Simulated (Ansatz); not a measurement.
A series of calculations on C₄H₁₂Si₂

### Relaxation

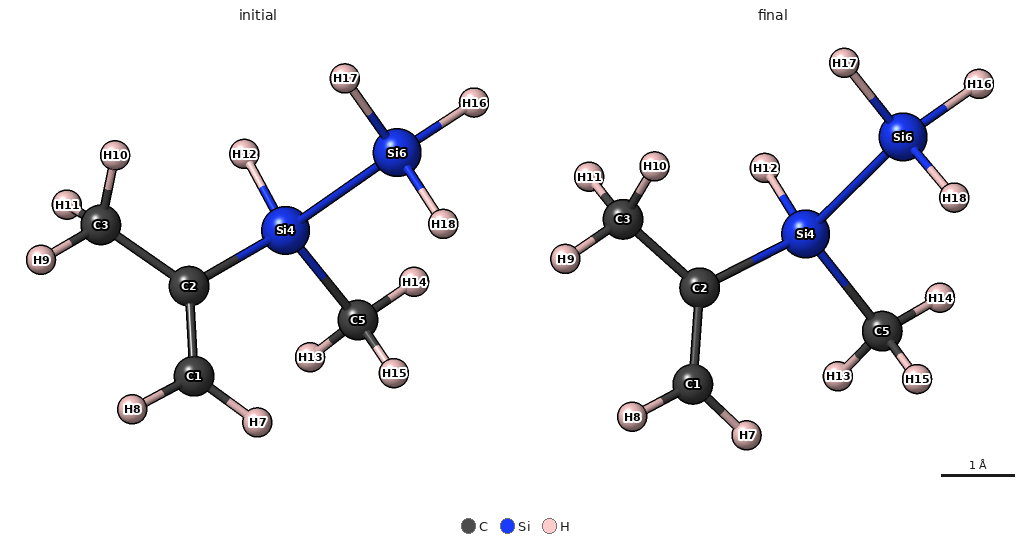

The structure of C4H12Si2 before (left) and after (right) a relaxation, at one scale.

The picture is a ball-and-stick view, seen from a free direction.

The run prepares an end point of a later path (torsion) calculation, from a guessed geometry.

Method: RKS B3LYP/6-31G* in Ansatz. Set-up: no spin polarisation; force threshold 0.015 eV/Å; at most 40 steps.

Summarise the run.

The energy falls by 7.02 kcal/mol in 16 accepted moves (18 points after the start). The largest force component goes from 2.4 to 0.013 eV/Å. The line search rejected the trial steps at points 3, 9 of the run. The forces were under the threshold at step 11, but the run went on from there. H7 moves most after the best rigid fit: 0.77 Å. By element the largest moves are H 0.77 Å, C 0.42 Å, Si 0.27 Å. Some distances before and after: C1–H8 1.145 → 1.091 Å, C2–Si4 1.838 → 1.891 Å, C5–H13 1.043 → 1.096 Å, Si4–Si6 2.394 → 2.360 Å. Bond angles that change, for instance: C5–Si4–Si6 106.5° → 110.3°, H9–C3–H11 104.3° → 108.0°, C2–C3–H9 115.2° → 111.6°. Groups turn about C2–Si4 by about 25°. The run took 37 s on 2 threads of AMD EPYC 9R45 96-Core Processor (Zen 5), on a shared host, peak memory 0.35 GiB.

### Relaxation

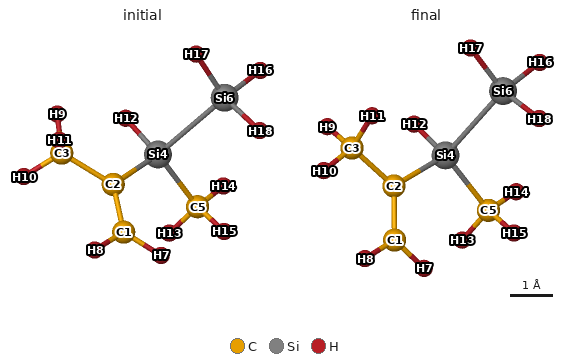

The structure of C$_{4}$H$_{12}$Si$_{2}$ before (left) and after (right) a relaxation, at one scale.

The picture is a ball-and-stick view, seen at a tilt.

The run prepares an end point of a later path (torsion) calculation, from a guessed geometry.

Method: RKS B3LYP/6-31G* (Ansatz 0.2.0).

Input
```yaml
crystal:
  periodic: [false, false, false]
  atoms:
    - { symbol: C, position_ang: [0.6913, 1.3683, -1.3767] }
    - { symbol: C, position_ang: [0.6756, 0.9347, -0.1322] }
    - { symbol: C, position_ang: [1.2165, 1.7467, 0.9914] }
    - { symbol: Si, position_ang: [0.1112, -0.7531, 0.3283] }
    - { symbol: C, position_ang: [0.3284, -2.015, -1.0292] }
    - { symbol: Si, position_ang: [-2.237, -0.6328, 0.7775] }
    - { symbol: H, position_ang: [0.2656, 0.8487, -2.2192] }
    - { symbol: H, position_ang: [1.0642, 2.4199, -1.6331] }
    - { symbol: H, position_ang: [1.16758, 1.26629, 1.98697] }
    - { symbol: H, position_ang: [2.26273, 2.05534, 0.8572] }
    - { symbol: H, position_ang: [0.63744, 2.70732, 1.11745] }
    - { symbol: H, position_ang: [0.7754, -1.1945, 1.5755] }
    - { symbol: H, position_ang: [1.3418, -2.0497, -1.2736] }
    - { symbol: H, position_ang: [-0.0312, -2.993, -0.687] }
    - { symbol: H, position_ang: [-0.2122, -1.761, -1.9243] }
    - { symbol: H, position_ang: [-2.7341, -1.9509, 1.2142] }
    - { symbol: H, position_ang: [-2.4965, 0.3525, 1.8715] }
    - { symbol: H, position_ang: [-2.9932, -0.2102, -0.4235] }
basis:
  gaussian: { orbitals: "6-31G*" }
hamiltonian:
  xc: b3lyp
relax:
  f_tol: 0.015
  max_steps: 40
```

Run as
```bash
ansatz run input.yaml --threads 2 --pin off --max-ram 3072MiB --backend cpu --events-out ev --progress --plain --runs-dir out
```

What changed between the two?

Answer. Over 18 accepted moves (20 points after the start) the energy falls by 0.393 eV. The largest force component goes from 2.4 to 0.011 eV/Å. The line search rejected the trial steps at points 3, 19 of the run. The largest move after the best rigid fit is that of H10, 1.20 Å. Largest moves by element: H 1.20 Å, C 0.53 Å, Si 0.21 Å. Near-neighbour distances that change, for instance: C1–H8 1.145 → 1.091 Å, C5–H13 1.043 → 1.096 Å, C2–Si4 1.838 → 1.891 Å, Si4–Si6 2.394 → 2.360 Å. Among the angles between lasting bonds that change: C2–C3–H9 115.2° → 111.3°, C5–Si4–Si6 106.5° → 110.3°, H13–C5–H14 111.2° → 107.8°. Groups turn about C2–C3 by about 60°, C2–Si4 by about 25°. Cost: 40 s on 2 threads of AMD EPYC 9R45 96-Core Processor (Zen 5), on a shared host, peak memory 0.34 GiB.

### Path

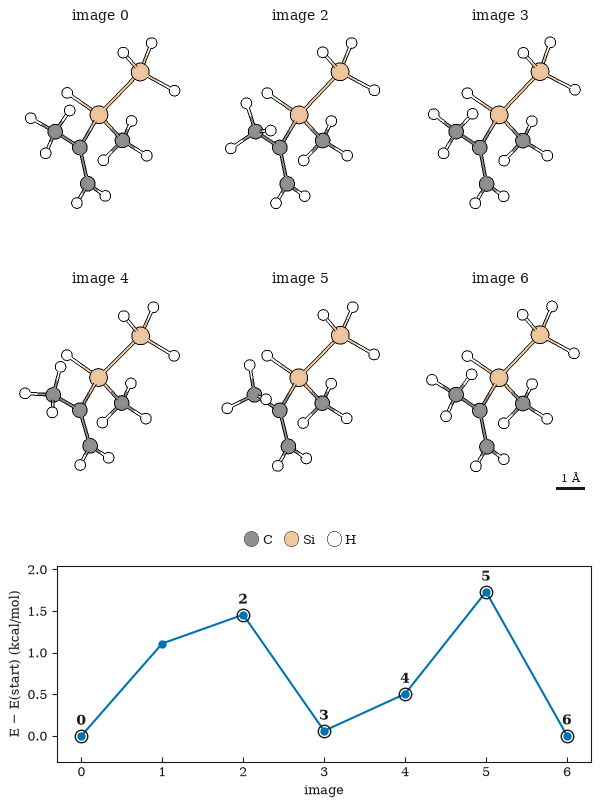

A nudged-elastic-band calculation for C$_{4}$H$_{12}$Si$_{2}$. Images are numbered from 0 (start) to 6 (end). A ball-and-stick model, seen from a free direction.

These are results of RKS B3LYP/6-31G* (Ansatz 0.2.0), not measurements. Set-up: 5 movable images; climbing image; force threshold 0.05 eV/Å; iteration limit 60; starting path through a guess of the saddle point.

What happens along the path, and what is the barrier?

The path has more than one stage, and so few images may leave a stage unresolved. No bond forms or breaks between the ends. The two ends have the same energy, and the highest point, image 5, lies 1.73 kcal/mol above the start. The profile has 2 maxima (images 2, 5) with a dip at image 3 (+0.06 kcal/mol), so the process runs in steps. The band converged in 16 iterations. The largest component of the band force went from 130 to 0.043 eV/Å. The climbing image converged on the top of the path. Its vibrational analysis gives one imaginary mode (185i cm⁻¹), as a transition state must have.

Cost: 2.6 min on 2 threads of AMD EPYC 9R45 96-Core Processor (Zen 5), on a shared host, peak memory 0.37 GiB.
